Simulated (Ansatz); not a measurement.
## Run report: CH₈BFN₂SSi, geometry relaxation (part 2 of 2)

The same run, continued: CH₈BFN₂SSi, SMILES NCB(S)[SiH](N)F; RKS BHLYP/6-31G (Ansatz 0.2.0). The run did not end well. It belongs to a series of runs on one base structure; here: end point B relaxed.

Geometry of the input (Å):
```
N  0.5253  -2.1120  0.7794
C  1.0391  -0.7454  0.5389
B  0.3186  -0.0616  -0.7383
S  0.5848  -0.8437  -2.4285
Si -0.6637  1.5728  -0.5433
N  0.0801  2.8520  -1.5650
F  -2.2834  1.3364  -1.0566
H  -0.4563  -1.9328  1.1321
H  1.0346  -2.5049  1.5713
H  2.1337  -0.8302  0.3608
H  0.8911  -0.1072  1.4629
H  1.7001  -0.1176  -2.6906
H  -0.6434  2.0508  0.8755
H  1.0943  2.9344  -1.2872
H  0.1018  2.4879  -2.5589
```

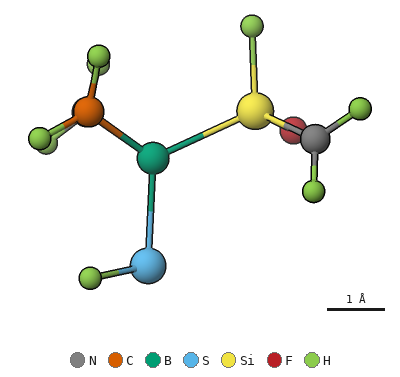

**Figure 1.** The geometry at step 21 of the log (ball-and-stick view, seen at a tilt).

```
Unfinished report: {"positions_ang":[[-0.0460723609861596,-1.2578383311051058,0.010008063920819859],[1.2380221777330869,-0.9321913832181737,0.7385098257675068],[0.9398254687852999,-0.0474795307582679,-0.510138995347396],[1.8443717642985256,-0.2654342591519184,-2.1655013205829583],[-0.03534620940487179,1.6756368341999008,-0.23168436198092243],[-0.6787279761488227,2.402522470582894,-1.6734699228839816],[-1.2970430888100644,1.0719056114128551,0.7935248885651374],[-0.9067171385763064,-0.9540802291660174,0.44099822200016714],[-0.09996150534778907,-2.1287368250322443,-0.48650635279655],[1.9509215419926218,-1.7403845811526102,0.6860332907488487],[1.0711019854178427,-0.5911635686754474,1.7473757796038976],[2.734304785303817,-1.2491591257614332,-1.8361128190984963],[0.5585717438383544,2.7716605229060254,0.5828515173305939],[-1.025785507837613,3.3395212406325077,-1.7217299130168169],[-0.7909156802579208,1.8841811542870301,-2.5215479022298477]],"unchecked":["starts","cluster_reference","orbital_swaps","neighbouring_geometries","increment"],"mean_field":{"relativity":"none","state":{"energy":{"ev":-26247.813927432613,"hartree":-964.5893704258652},"converged":true,"gradient_ev":0.00004095705248066528,"stability":{"kind":"minimum","curvature_ev":43.80905275782811},"curvature_floor_ev":0.00030000000000000003,"spin_squared":-2.1316282072803006e-14},"others":[],"fillings":{"estimated":0,"unestimated":0,"tried":0,"untried":0,"excluded_magnetic_sites":0},"n_dropped_functions":0,"n_trapped_functions":0,"passes":{"evaluations":3,"products":22},"factors":{"origin":"Cholesky decomposition","count":1219,"bound_ev":0.00018734564297893575},"gradient_stop_ev":0.00009,"reference_kind":"stationary","functional":{"name":"BHLYP","citations":["Becke, J. Chem. Phys. 98, 1372 (1993) doi:10.1063/1.464304","Becke, Phys. Rev. A 38, 3098 (1988) doi:10.1103/PhysRevA.38.3098","Lee, Yang & Parr, Phys. Rev. B 37, 785 (1988) doi:10.1103/PhysRevB.37.785"],"text":"name \"BHLYP\"\ncite \"Becke, J. Chem. Phys. 98, 1372 (1993) doi:10.1063/1.464304\"\ncite \"Becke, Phys. Rev. A 38, 3098 (1988) doi:10.1103/PhysRevA.38.3098\"\ncite \"Lee, Yang & Parr, Phys. Rev. B 37, 785 (1988) doi:10.1103/PhysRevB.37.785\"\nparameter a = 0.5\nexchange = (1 - a)*b88_x + a*exact_x\ncorrelation = lyp_c\n","parameters":{"a":{"value":0.5,"default":0.5}},"final_grid":{"core_spheres":13.0,"valence_spheres":11.0,"degree":36.0},"final_grid_parameter_source":"default","radial_points_factor":1.0,"radial_grid_error_ev":4.671919181681796e-7,"grid_sensitivity":"normal","grid_sensitivity_ratio":0.0009331686670994504},"unsmoothed_excess_ev":-0.00018851656408921513,"symmetry":{"irreps":["A"],"axes":[[0.9988770846726879,-0.03127951353285426,-0.035583166651374766],[0.03259632694508204,0.9987816854267598,0.03704894500211894],[0.034380942184309614,-0.038167222707824876,0.9986797354133558]],"occupied":[{"A":36},{"A":36}]},"held":{"pivots":1219,"left_out":0,"joined":0},"density_repulsion":{"missed_ev":0.00023905929121221777,"excess_ev":0.0,"most_excess_ev":0.0001944,"are_drawn_again":false,"n_first_factors":1219,"energy_change_ev":0.0,"n_dropped_ends":0}},"factors":{"origin":"Cholesky decomposition","count":1219,"bound_ev":0.00018734564297893575},"n_frozen":0,"n_occupied":[36,36],"n_virtual":[51,51],"reference":{"ev":-26247.813927432613,"hartree":-964.5893704258652},"total":{"ev":-26247.813927432613,"hartree":-964.5893704258652},"forces_ev_per_angstrom":[[-0.022234988236153413,-0.007381977575056985,-0.03184768079483821],[-0.037584174619927614,0.04621038479145155,0.020147995614177905],[0.07212317617051783,-0.038674100516241594,0.0028002234445582666],[0.004071851486828561,-0.016229888779430605,-0.009377204859905048],[-0.09934989857623275,0.0671336007119556,-0.09888366641136018],[0.025004017862939334,-0.05837585547179815,0.06419022161745655],[0.03931825378193249,0.024401502209812128,0.004294913091713208],[0.054707219117329384,-0.011148061611016365,0.015046146925153036],[-0.01855096499318511,0.02849014005394043,-0.003737397509102715],[0.012425149859053141,0.001241742970665198,0.0014427733377588858],[-0.017073708982972304,-0.0070134229805269175,-0.002717792198208804],[-0.023009703328929272,0.018507549277732866,-0.0018424248264880595],[-0.012604126092200501,-0.024397195600410652,0.03455898333053804],[0.038289168547885985,-0.03583745732936131,0.015158801203041488],[-0.015531272002079799,0.013073039848709209,-0.00923389196609772]],"charge_distribution":{"dipole_moment_e_ang":[-0.050102902900613804,-0.5970086037067588,0.20124560756904816],"mulliken_charges_e":[-0.824609426985373,-0.3438827266134332,0.029505975348340208,-0.13711436675333388,1.1834997687248485,-1.0577021721999973,-0.5379769004979273,0.4059090735729851,0.37055086798751447,0.17517657855336743,0.19467410690056874,0.03423878200802566,-0.17628208448530058,0.33978345070784477,0.34422907373182565],"lowdin_charges_e":[-0.24452573816249146,-0.1499271759394123,-0.5281979517928868,0.0656104340744772,0.8129558329819826,-0.6777441862857936,-0.39437348850172604,0.2631978779237072,0.2522694567379402,0.12137145078061351,0.13479709857280808,0.023828472283255575,-0.15076298088443152,0.23455560141058607,0.23694529680137233]},"n_threads":1,"memory_gib":1.7045454550534487,"seconds":{"hamiltonian":14.897495647,"orbitals":0.0,"second_order":0.0,"solver_start":0.0,"cycles":0.0,"cycle":0.0,"perturbative":0.0,"full_ci_increment":0.0,"forces":0.0}}
this run last wrote the structure of step 40 to [file]
Error: geometry relaxation did not converge after 40 steps: max|allowed force component| = 9.93e-2 eV/Å (threshold 1.5e-2). Raise `relax.max_steps` over both its present limit and 40, loosen `relax.f_tol`, or start from a geometry closer to equilibrium. Where this run's directory can be resumed (`checkpoint.write`), a resume goes on for up to `relax.max_steps` more
```

### Trajectory as extended XYZ (Å, eV, eV/Å), 7 of the 40 frames kept, from step=1 to step=40
```
15
Properties=species:S:1:pos:R:3:forces:R:3 step=1 energy=-26245.17922
N     0.5253   -2.1120    0.7794   -1.9090   1.0310   1.3921
C     1.0391   -0.7454    0.5389    0.4364   1.0838   0.0903
B     0.3186   -0.0616   -0.7383    1.4780  -2.2071   0.9875
S     0.5848   -0.8437   -2.4285   -0.2704  -0.2530  -0.4050
Si   -0.6637    1.5728   -0.5433   -1.7587   1.5893   0.2983
N     0.0801    2.8520   -1.5650    2.0252  -1.8909  -1.2431
F    -2.2834    1.3364   -1.0566    0.7208   0.2157   0.2998
H    -0.4563   -1.9328    1.1321    1.3530  -1.1136  -0.7122
H     1.0346   -2.5049    1.5713   -0.1164  -0.2446  -0.4868
H     2.1337   -0.8302    0.3608   -0.6939   0.2326   0.0086
H     0.8911   -0.1072    1.4629    0.3842  -0.4236  -0.9512
H     1.7001   -0.1176   -2.6906    0.3107   0.1112  -0.0993
H    -0.6434    2.0508    0.8755   -0.1878   0.0432  -0.1521
H     1.0943    2.9344   -1.2872   -1.5065   0.6913  -0.3274
H     0.1018    2.4879   -2.5589   -0.2655   1.1347   1.3005
15
Properties=species:S:1:pos:R:3:forces:R:3 step=7 energy=-26246.72977
N     0.4622   -2.0089    0.8440    0.0316   0.0058  -0.0119
C     1.1220   -0.7372    0.5393    0.0008   0.0312  -0.0250
B     0.3389   -0.1136   -0.6841    0.0571  -0.0822  -0.3371
S     0.5457   -0.6814   -2.4551    1.3050   0.1534   0.2907
Si   -0.7129    1.5990   -0.5375   -0.0203  -0.0240  -0.0077
N     0.1666    2.7020   -1.5612    0.0741   0.3032   0.1587
F    -2.3281    1.4490   -1.0210   -0.0702   0.0164   0.0577
H    -0.4810   -1.9777    1.1753    0.0062   0.0650   0.0025
H     1.0210   -2.7102    1.2893   -0.0291   0.0248  -0.0788
H     2.1549   -0.9582    0.2756    0.0148   0.0003  -0.0348
H     1.1555   -0.0602    1.4003    0.0474   0.0149  -0.0420
H     1.9526   -0.8982   -2.4427   -1.2386  -0.2589   0.0624
H    -0.7172    2.2269    0.8149   -0.0469  -0.0306   0.0064
H     0.5036    3.5920   -1.2374   -0.2579  -0.1390  -0.1382
H     0.2729    2.5556   -2.5470    0.1258  -0.0802   0.0972
15
Properties=species:S:1:pos:R:3:forces:R:3 step=14 energy=-26247.26491
N     0.1751   -1.5331    0.8757    0.0553   0.1038   0.1654
C     1.3521   -0.7712    0.4004    0.1565  -0.1627   0.0833
B     0.6720   -0.0862   -0.8331   -0.0820  -0.0342   0.0516
S     0.9785   -0.5901   -2.5634   -0.0161  -0.0202  -0.0245
Si   -0.6221    1.4360   -0.5503    0.0573  -0.1558  -0.0531
N    -0.0175    2.8411   -1.3735   -0.0304  -0.1064   0.0282
F    -2.1825    1.0138   -1.0727   -0.0049   0.0424   0.0062
H    -0.4547   -1.0462    1.4951    0.2379  -0.2994  -0.1829
H     0.3084   -2.5121    1.0776   -0.1632   0.4137  -0.0837
H     2.1368   -1.4795    0.1199   -0.1345   0.1420   0.0898
H     1.7772   -0.1060    1.1586   -0.0885  -0.1056  -0.0933
H     1.9583   -1.5264   -2.3950    0.0218   0.0051  -0.0011
H    -0.8127    1.7903    0.8829   -0.0152   0.0173   0.0452
H    -0.2704    3.7715   -1.1196   -0.0353   0.1600   0.0328
H     0.4582    2.7771   -2.2499    0.0416   0.0000  -0.0641
15
Properties=species:S:1:pos:R:3:forces:R:3 step=21 energy=-26247.60782
N     0.2130   -1.3579    0.5713    0.1739  -0.0084  -0.1240
C     1.5188   -0.5916    0.4821   -0.1763   0.0477  -0.0239
B     0.4870   -0.2580   -0.6404   -0.0187  -0.0554   0.0815
S     0.6731   -0.9918   -2.3955    0.1979  -0.0360   0.1088
Si   -0.6312    1.3913   -0.4581    0.0411   0.0436  -0.0804
N     0.0432    2.7208   -1.3572   -0.0424   0.0609   0.0200
F    -2.2447    1.0859   -0.9259    0.0811   0.0177   0.0635
H    -0.4135   -1.1586    1.3295   -0.0118   0.0350   0.0248
H     0.2423   -2.3304    0.3257   -0.0731  -0.0549  -0.0343
H     2.3643   -1.2367    0.3053    0.0161  -0.0216   0.0034
H     1.6632    0.0637    1.3243    0.0426   0.0346   0.0443
H     1.9639   -1.4590   -2.3046   -0.2022   0.0838  -0.0262
H    -0.7745    1.8347    0.9734    0.0031  -0.0235  -0.1056
H    -0.1503    3.6797   -1.1383    0.0313  -0.1116  -0.0529
H     0.5018    2.5868   -2.2390   -0.0626  -0.0119   0.1011
15
Properties=species:S:1:pos:R:3:forces:R:3 step=27 energy=-26247.65662
N     0.0923   -1.4178    0.4112    0.0673   0.0279   0.0160
C     1.4427   -0.7630    0.6482   -0.1483  -0.0332  -0.0361
B     0.5976   -0.1841   -0.5333    0.0538  -0.0427   0.0679
S     0.9757   -0.7130   -2.3410    0.0327  -0.0038   0.0253
Si   -0.4433    1.5106   -0.3150   -0.3481   0.1554  -0.1040
N    -0.1496    2.6161   -1.6297   -0.0400  -0.1719   0.1316
F    -2.1100    1.0802   -0.1739    0.3905   0.0793  -0.0233
H    -0.6403   -1.2859    1.0871    0.0227   0.0379  -0.0417
H     0.0845   -2.3332   -0.0058    0.0296   0.0472   0.0089
H     2.2645   -1.4431    0.4887   -0.0177  -0.0014  -0.0058
H     1.4939   -0.2594    1.6018   -0.0101  -0.0232  -0.0468
H     2.3129   -0.9639   -2.2256   -0.0224   0.0079  -0.0037
H    -0.2280    2.2584    0.9693    0.0130  -0.0401  -0.0894
H    -0.3477    3.5959   -1.5911   -0.0016  -0.0498   0.0128
H     0.1113    2.2813   -2.5384   -0.0212   0.0105   0.0881
15
Properties=species:S:1:pos:R:3:forces:R:3 step=33 energy=-26247.77338
N    -0.0672   -1.2798    0.1220    0.0606  -0.0924  -0.0110
C     1.2784   -0.9398    0.7318   -0.2042   0.0640  -0.0599
B     0.8569   -0.1144   -0.5310   -0.0271  -0.0949   0.0428
S     1.5622   -0.5281   -2.2683    0.0599   0.0214   0.0919
Si   -0.1033    1.6213   -0.2436   -0.2034   0.0599   0.1416
N    -0.5697    2.4389   -1.7043   -0.0198  -0.1451  -0.0049
F    -1.4676    1.0348    0.6888    0.3573   0.1396  -0.2772
H    -0.9058   -0.9640    0.5893    0.1204   0.0355   0.0147
H    -0.1538   -2.1605   -0.3534    0.0167   0.0190   0.0139
H     1.9759   -1.7603    0.6626   -0.0215   0.0290  -0.0238
H     1.1943   -0.5424    1.7316   -0.0009  -0.0171  -0.0426
H     2.8496   -0.8310   -1.9253   -0.0775   0.0019  -0.0096
H     0.4649    2.6458    0.6880   -0.0625  -0.0592  -0.0598
H    -0.9015    3.3814   -1.7398    0.0079  -0.0227   0.0179
H    -0.5568    1.9769   -2.5957   -0.0057   0.0611   0.1659
15
Properties=species:S:1:pos:R:3:forces:R:3 step=40 energy=-26247.81374
N    -0.0461   -1.2578    0.0100   -0.0222  -0.0074  -0.0318
C     1.2380   -0.9322    0.7385   -0.0376   0.0462   0.0201
B     0.9398   -0.0475   -0.5101    0.0721  -0.0387   0.0028
S     1.8444   -0.2654   -2.1655    0.0041  -0.0162  -0.0094
Si   -0.0353    1.6756   -0.2317   -0.0993   0.0671  -0.0989
N    -0.6787    2.4025   -1.6735    0.0250  -0.0584   0.0642
F    -1.2970    1.0719    0.7935    0.0393   0.0244   0.0043
H    -0.9067   -0.9541    0.4410    0.0547  -0.0111   0.0150
H    -0.1000   -2.1287   -0.4865   -0.0186   0.0285  -0.0037
H     1.9509   -1.7404    0.6860    0.0124   0.0012   0.0014
H     1.0711   -0.5912    1.7474   -0.0171  -0.0070  -0.0027
H     2.7343   -1.2492   -1.8361   -0.0230   0.0185  -0.0018
H     0.5586    2.7717    0.5829   -0.0126  -0.0244   0.0346
H    -1.0258    3.3395   -1.7217    0.0383  -0.0358   0.0152
H    -0.7909    1.8842   -2.5215   -0.0155   0.0131  -0.0092
```

### Outcome

```json
{"quantity": "outcome", "value": "not converged"}
{"quantity": "hardware", "value": "1 thread of Intel Xeon @ 2.50GHz (Skylake/Cascade Lake), 189 GiB of memory available, shared host"}
{"quantity": "wall time", "value": "12 min"}
{"quantity": "peak memory", "value": "0.25 GiB"}
```

### Diagnosis

The run did not converge: “geometry relaxation did not converge after 40 steps: max|allowed force component| = 9.93e-2 eV/Å (threshold 1.5e-2). Raise `relax.max_steps` over both its present limit and 40, loosen `relax.f_tol`, or start from a geometry closer to equilibrium …” Its last values are not results.
